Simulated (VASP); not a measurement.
Input:

```
CELL_PARAMETERS angstrom
      3.11245     0.00000     0.00000
     -1.55622     2.69546     0.00000
      0.00000     0.00000     5.52933
ATOMIC_POSITIONS crystal
  Nb 0.00000 0.00000 0.00000
  Nb 0.00000 0.00000 0.50000
  C  0.33333 0.66667 0.25000
  C  0.66667 0.33333 0.75000
```

Level of theory: PBEsol GGA, VASP's PBE PAW potentials (set 64) (plane waves; VASP 6.6.1). Settings: 520 eV cut-off, 13×13×6 Γ-centred mesh, tetrahedra with Blöchl corrections, potentials Nb_sv C.

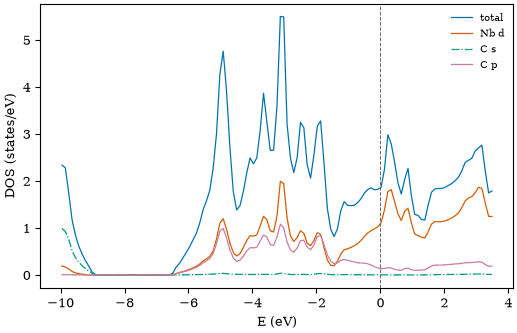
Figure. Total and projected density of states, zero at the Fermi level

Within 2 eV below the Fermi level the largest weight inside VASP's projection spheres is Nb d, then C p.

It has no gap at this level: it comes out as a metal or semimetal.

The structure was generated: NbC was put into the NiAs type type (P6_3/mmc), which need not be its known phase. It was relaxed first, which changed the volume by -31 %.
